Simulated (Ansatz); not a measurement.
CH$_{6}$GeO

Input file:

```
crystal:
  periodic: [false, false, false]
  atoms:
    - {symbol: Ge, position_ang: [-0.381083, 0.612565, -1.167426]}
    - {symbol: O, position_ang: [-0.341736, 0.558251, 0.635031]}
    - {symbol: C, position_ang: [0.339314, -0.544516, 1.222116]}
    - {symbol: H, position_ang: [-0.117243, -1.514155, 0.946983]}
    - {symbol: H, position_ang: [0.274468, -0.433219, 2.314724]}
    - {symbol: H, position_ang: [1.409306, -0.574003, 0.941787]}
    - {symbol: H, position_ang: [1.075916, 0.662092, -1.703300]}
    - {symbol: H, position_ang: [-1.168052, 1.896694, -1.493566]}
    - {symbol: H, position_ang: [-1.090888, -0.663709, -1.696338]}
basis:
  gaussian: {orbitals: def2-TZVP, initial_orbitals: start.molden}
hamiltonian: {xc: pbe0, dispersion: d4}
scf: {omitted_lower_state_checks: [starts]}
output: {orbitals: {seedname: orbitals}}
```

Launched as:

```sh
ansatz run in.yaml --threads 4 --pin off --events-out ev --progress --plain --max-ram 3916MiB
```

Geometry: PBE-D4/def2-TZVP.

All numbers below come from RKS PBE0-D4/def2-TZVP (Ansatz).

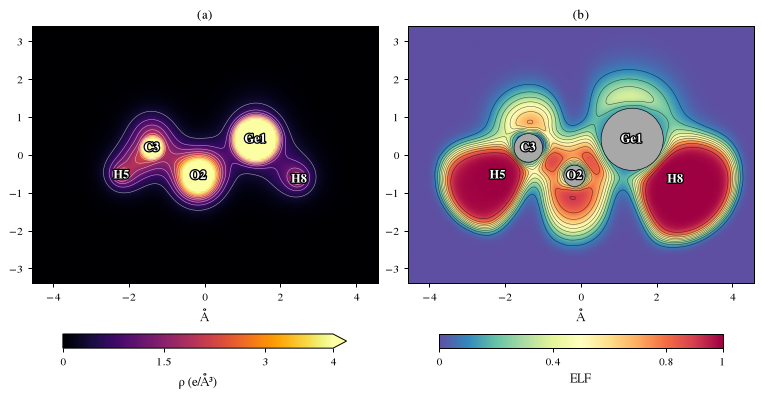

Figure 1. (a) electron density; (b) electron localisation function on the plane of atoms O2, Ge1 and H8. Grey discs cover the atomic cores in the ELF map.

**Describe what can be read from this map.**

The plane passes through Ge, O, C and H nuclei. C–O (1.42 Å): ρ is about 2 e/Å³ halfway, with its minimum of 1.7 e/Å³ about 0.5 Å from C; the ELF peaks at about 0.85 between the atoms, as expected for a shared but strongly polarised pair. Ge–O (1.80 Å): ρ is about 0.95 e/Å³ halfway; the ELF peaks at about 0.85 in the valence shell of O, 0.7 Å from its nucleus, and is about 0.35 at the midpoint. C–H (1.10 Å): ρ is about 2 e/Å³ halfway; the ELF climbs to about 1 towards the hydrogen, as it does in any bond to H; a covalent bond by its length. Ge–H (1.54 Å): ρ is about 1.1 e/Å³ halfway; the ELF climbs to about 1 towards the hydrogen. The ELF also peaks beside O2, away from the bonds: lone-pair regions.

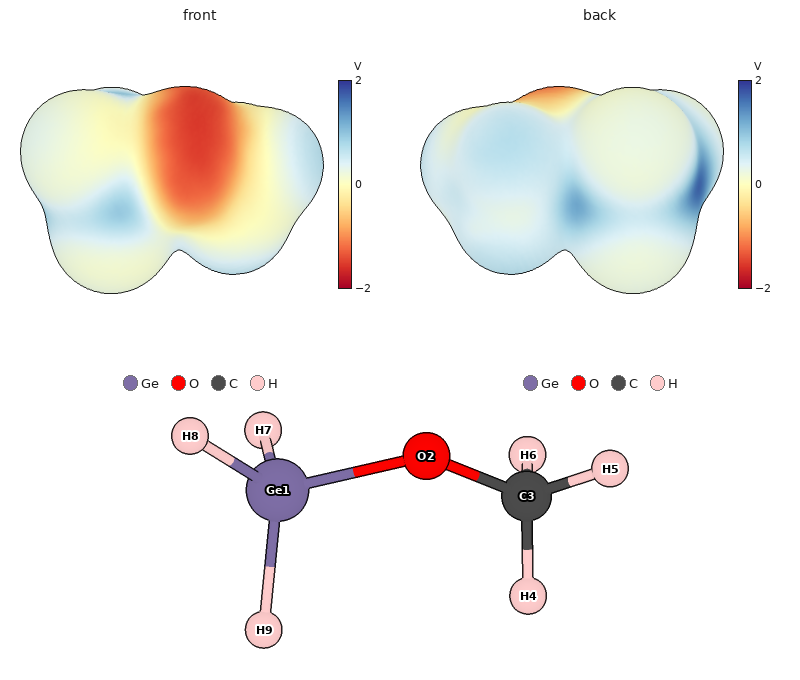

Figure 2. The molecular electrostatic potential painted on the density surface at 0.002 e/bohr³, seen from the front and from behind; red is negative and blue positive. The bare structure is drawn below in the same view.

**Which sites attract a positive test charge, and which a negative one?**

A positive charge is drawn to the negative regions and a negative charge to the positive ones. The most negative region (about −1.5 V, or −35 kcal/mol for a unit charge) lies over O2, the most positive (about +1.6 V, or +37 kcal/mol for a unit charge) over Ge1. O2 is the likeliest acceptor of a hydrogen bond.

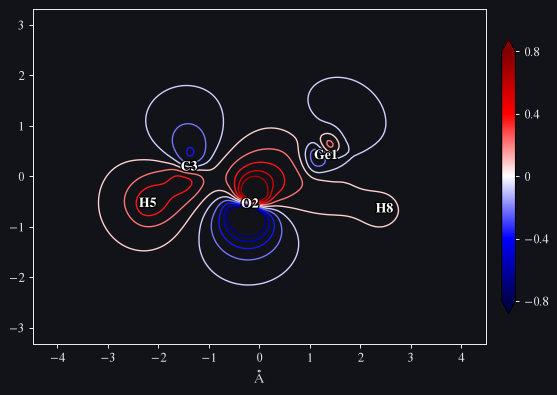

Figure 3. The HOMO−1 on the plane of atoms O2, Ge1 and H8 (values in Å⁻³ᐟ²; the overall sign is arbitrary).

**What is the character of this orbital?**

By Hirshfeld shares it lies mainly on O2 (about 50 %), C3 (about 15 %), Ge1 (about 10 %) and H5 (about 10 %). Its energy is −8.60 eV.
